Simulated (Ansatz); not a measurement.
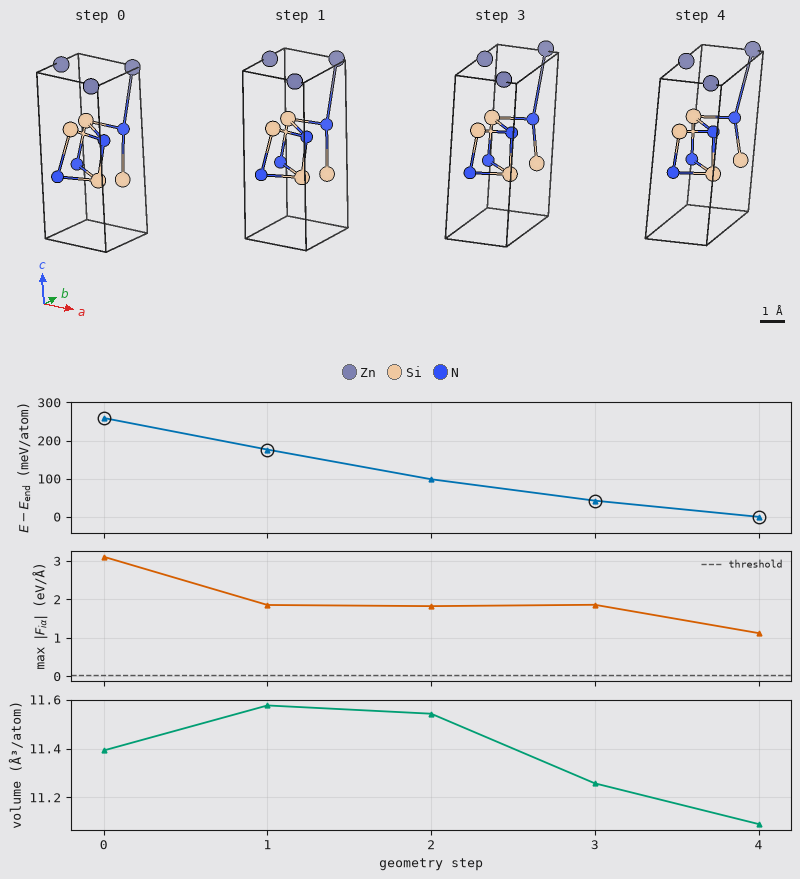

Frames of a relaxation of a crystal of ZnSi₂N₂ (a generated structure, set up in P1) (coarse preliminary run), marked on the history of the run. A ball-and-stick model of the cell of the calculation, seen slightly off an axis.

Theory: DFT PBE, scalar-relativistic, plane waves, PAW (Ansatz). Settings: plane-wave cutoff 420 eV; k-point mesh 8 × 4 × 8; occupations gaussian; smearing width 0.2 eV; no spin polarisation; cell and atoms relaxed; force threshold 0.025 eV/Å; at most 60 steps.

### What happens along the run?

The run was cut off at its time limit before the relaxation converged, so the last structure is only a point on the way. The atom that moves furthest relative to the cell is a Si atom (0.48 Å roughly along [3 2 1]). Largest moves by element: Si 0.48 Å, N 0.38 Å, Zn 0.29 Å. Cell: a 2.795 → 2.802 Å (+0.2 %), b 5.564 → 5.596 Å (+0.6 %), c 7.510 → 7.108 Å (−5.4 %), α 98.8° → 85.5°, β 99.2° → 86.8°, γ 90.0° → 91.1°. Volume −2.6 %. Among the contacts that change: N–Zn 2.869 → 3.240 Å, N–Zn 2.712 → 3.061 Å, N–Si 2.211 → 1.922 Å, N–Zn 2.837 → 3.124 Å. Bond angles that change, for instance: Si–N–Si 109.1° → 98.1°, Si–N–Si 156.0° → 164.1°, Si–N–Si 150.4° → 158.4°. The space group stays P1 (No. 1). After 4 geometry steps the energy has fallen by 259 meV per atom. Largest force component: 3.1 eV/Å at the start, 1.1 eV/Å at the end. The pressure goes from 0.30 to −0.38 GPa. Cost: 9.5 min on 1 thread of Intel(R) Xeon(R) Processor @ 2.70GHz, on a shared host, peak memory 0.72 GiB. From step 0 to 1: a Zn atom moves most (0.17 Å), volume +1.6 %, energy −82.9 meV per atom. From step 1 to 3: a Zn atom moves most (0.29 Å), volume −2.8 %, energy −134 meV per atom. From step 3 to 4: a Zn atom moves most (0.20 Å), volume −1.5 %, energy −42.4 meV per atom.

```csv
step,"E − E(0), meV/atom","largest force component, eV/Å","pressure, GPa","volume, Å³/atom"
0,0.00,3.1096,0.30,11.392
1,-82.91,1.8558,-2.15,11.576
2,-160.74,1.8259,-2.52,11.543
3,-216.93,1.8610,-0.75,11.258
4,-259.33,1.1246,-0.38,11.091
```
